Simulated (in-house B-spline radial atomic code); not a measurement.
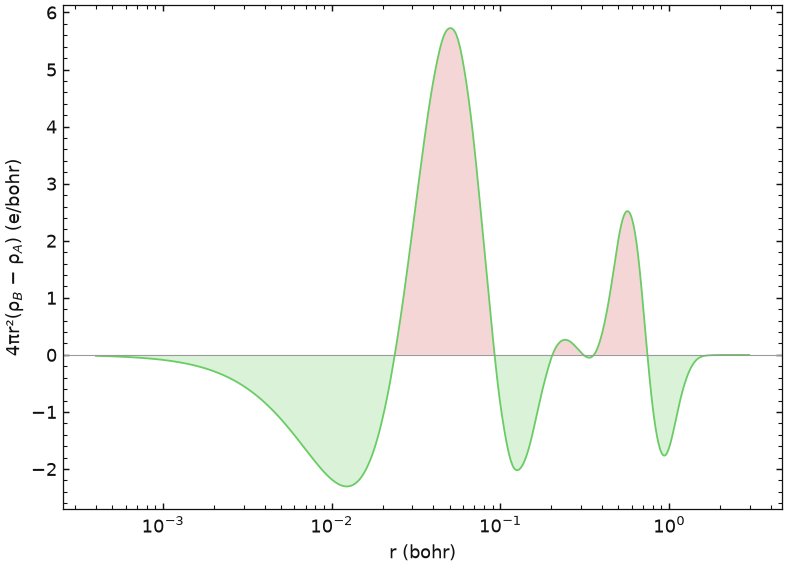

The Sn⁴⁰⁺ ion was computed in two configurations: [He] 2s1 2p6 4p1 (4p1/2: 1); [He] 2s2 2p5 5s1 (2p1/2: 1, 2p3/2: 4). Method: Dirac-Hartree-Fock, average of configuration, Fermi nucleus, basis-set limit; computed with an in-house B-spline radial code.

The plot shows the radial density of run B less that of run A; on the logarithmic r axis, areas aren't charges.

Assign A and B and describe the change of the density.

Answer. A is [He] 2s2 2p5 5s1 (2p1/2: 1, 2p3/2: 4); B is [He] 2s1 2p6 4p1 (4p1/2: 1). B holds 0.81 electrons more than A where the difference is positive (most at r = 0.051 bohr) and 0.81 electrons fewer where it is negative (most at r = 0.012 bohr), with no net change. The energy of B less that of A is −268.0 eV.
